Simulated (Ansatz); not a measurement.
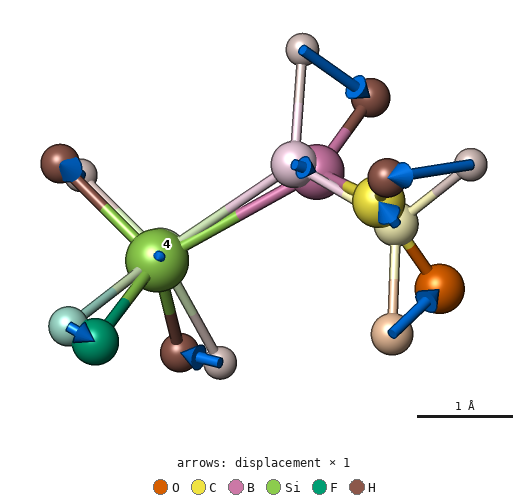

A relaxation of CH4BFOSi (coarse preliminary run). The starting structure is drawn faded, the final one solid; blue arrows show the displacements, at their true length. The two geometries are superimposed by the best rigid fit.

Style: ball-and-stick. Shown at a tilt.

The start comes from a force field.

These are results of RKS PBE-D4/def2-SVP in Ansatz, not measurements. Settings: force threshold 0.03 eV/Å; at most 200 steps.

What did the optimiser do to the structure, and how much energy did it gain?

After 15 accepted moves (17 points after the start) the energy has fallen by 1.051 eV. Largest force component: 5 eV/Å at the start, 0.013 eV/Å at the end. The line search rejected the trial steps at points 3, 10 of the run. An H atom moves most after the best rigid fit: 1.24 Å. By element the largest moves are H 1.24 Å, O 0.87 Å, C 0.37 Å, F 0.34 Å, B 0.32 Å, Si 0.09 Å. Some distances before and after: B–O 2.353 → 1.959 Å, B–Si 1.894 → 2.007 Å, F–Si 1.737 → 1.651 Å, C–O 1.177 → 1.245 Å. Among the angles between lasting bonds that change: O–C–B 118.4° → 89.3°, B–C–H 120.5° → 147.8°, B–Si–H 107.3° → 112.6°. Groups turn about B–C by about 90°, B–Si by about 50°. The run took roughly 70 core-seconds on a shared host.
